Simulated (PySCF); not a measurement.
Zn(Br)(iPr), C₃H₇BrZn, SMILES [Br][Zn][CH](C)C at its CAM-B3LYP/def2-SVP optimised geometry (Å):

```
12

Zn    -0.6917     0.0374     0.0000
Br    -2.9424     0.0409     0.0114
C      1.2646     0.0374     0.0000
C      1.8384     1.1030    -0.9364
C      1.8389    -1.3480    -0.3041
H      1.5441     0.3043     1.0344
H      2.9419     1.1206    -0.8812
H      1.5776     0.9100    -1.9898
H      1.4852     2.1167    -0.6911
H      1.4862    -2.1167     0.4009
H      2.9424    -1.3361    -0.2475
H      1.5781    -1.6887    -1.3194
```

Level of theory: CAM-B3LYP/def2-TZVP in PySCF.

Map of the electron localisation function on the plane z = 0.8 Å:

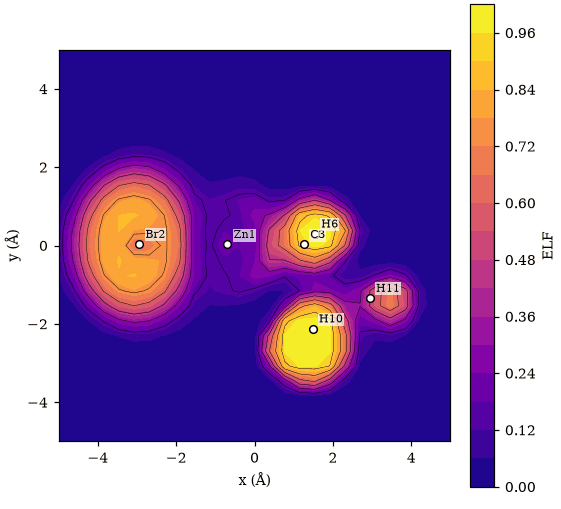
Electron localisation function on the plane z = 0.8 Å.
